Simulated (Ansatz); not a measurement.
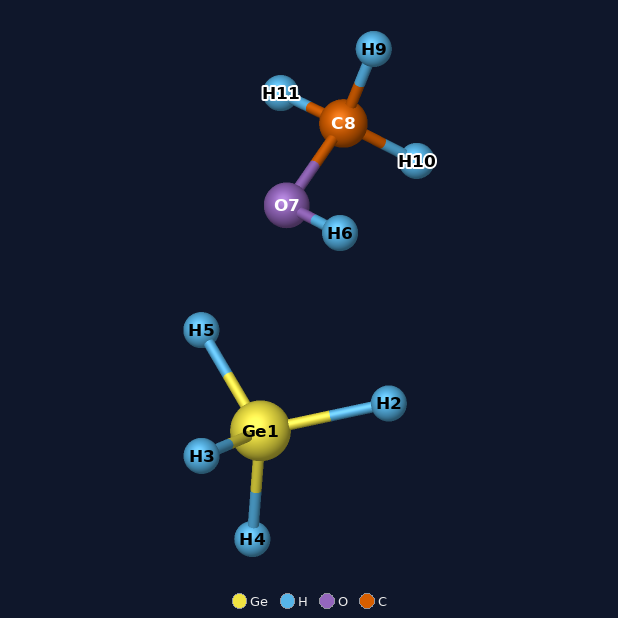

Sticks follow a distance rule. Harmonic vibrations computed with RKS PBE0-D4/def2-TZVP (Ansatz 0.2.0) at a stationary point of the same level.

Q: How many imaginary frequencies does it have?

A: A minimum: no imaginary frequency, and the lowest mode lies at 33 cm⁻¹.

Q: List the wavenumbers.

A: 27 modes: 33, 60, 66, 81, 185, 195, 330, 820, 822, 823, 921, 923, 1063, 1104, 1175, 1372, 1476, 1491, 1504, 2146, 2160, 2178, 2184, 3010, 3066, 3135, 3875 cm⁻¹.
